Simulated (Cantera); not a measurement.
Charge: 1 mol SiH₄, a varied amount of C₃H₈, 32 mol H₂, equilibrated at 1077 °C and 25.5 Torr.

Method: chemical equilibrium by Gibbs-energy minimisation in Cantera with the NASA 1993 tables (ideal gas, pure condensed phases). Candidate condensed phases: C, C₆H₆, C₇H₈, C₈H₁₈, Si, SiC; 87 gas species. Mutual solubility and eutectic melting of coexisting phases are not modelled. Equilibrium is a limit: real reactors are often held back by kinetics, nucleation or transport.

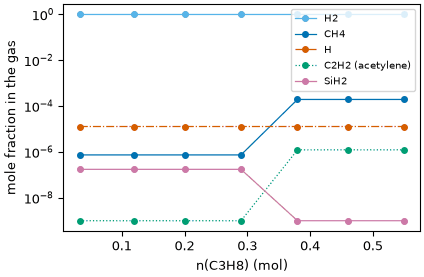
Figure: Equilibrium gas composition (values under 1e-9 drawn at 1e-9)

Task: Read off the mole fractions at 0.55 mol C₃H₈.

Result: H₂ about 1.00, CH₄ about 0.00020, H about 1.3e-5, C₂H₂ (acetylene) about 1.2e-6.
